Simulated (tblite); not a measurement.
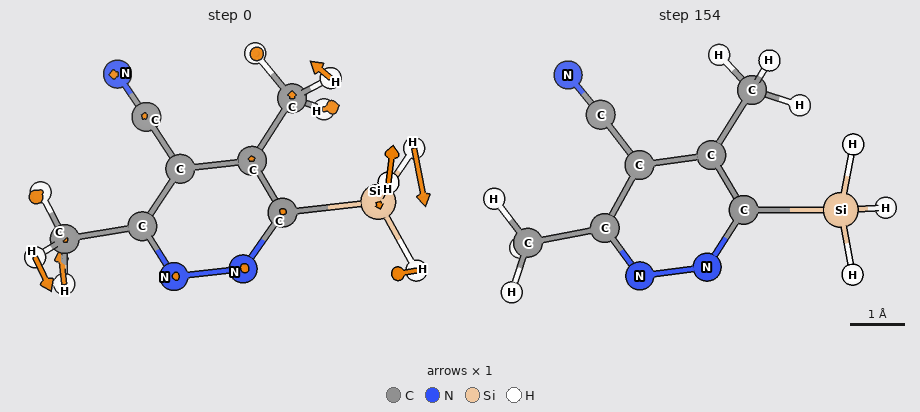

The structure of C7H9N3Si before (left) and after (right) a relaxation, at one scale. The orange arrows give the displacements, at their true length.

A ball-and-stick model, seen at a tilt.

Level of theory: GFN2-xTB geometry optimisation, gas phase in tblite. 

What changed between the two?

Answer. An H atom moves most after the best rigid fit: 1.18 Å. By element the largest moves are H 1.18 Å, N 0.21 Å, C 0.17 Å, Si 0.16 Å. Among the contacts that change: C–N 1.363 → 1.317 Å, N–N 1.346 → 1.301 Å, C–C 1.371 → 1.415 Å, C–H 1.129 → 1.090 Å. Among the angles between lasting bonds that change: N–C–Si 120.8° → 113.9°, H–Si–H 105.4° → 112.3°, Si–C–C 118.1° → 124.7°. Groups turn about C–Si by about 50°, C–C by about 45°, C–C by about 30°. The energy falls by 0.625 eV in 154 geometry steps. The run took 1.2 s on 1 thread of Arm Neoverse V2, with other jobs on the host.
